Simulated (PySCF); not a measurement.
```yaml
atoms:
  - { symbol: F, position_ang: [1.3838, 2.0980, -0.5631] }
  - { symbol: B, position_ang: [1.7175, 0.9075, -0.1798] }
  - { symbol: Si, position_ang: [0.5271, -0.6195, 0.2270] }
  - { symbol: B, position_ang: [-1.3390, -0.0715, -0.0720] }
  - { symbol: F, position_ang: [-1.9287, -0.0932, -1.2612] }
  - { symbol: F, position_ang: [-2.0686, 0.5733, 0.8303] }
  - { symbol: H, position_ang: [0.7849, -1.0333, 1.6157] }
  - { symbol: H, position_ang: [0.9320, -1.7518, -0.6215] }
```

Geometry: GFN2-xTB.

Level of theory: PySCF 2.14.0, density-fitted response routines, UKS B3LYP, pcH-1 on B F H Si, non-relativistic, mean-field spin-orbit, GIAO.

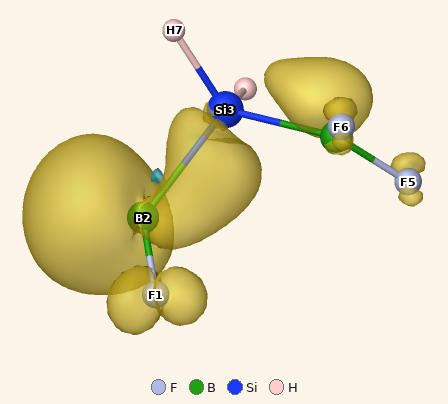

B₂F₃H₂Si (SMILES F[B][SiH2]B(F)F) (doublet). Isosurfaces of the spin density at +0.02 (yellow) and −0.02 e/Å³ (cyan), seen at a tilt.

**Which atoms carry the spin?**

The unpaired spin (1 electron) lies mostly on B2 (about 0.7), Si3 (about 0.1) and F1 (about 0.1), in electrons by Hirshfeld's partition.
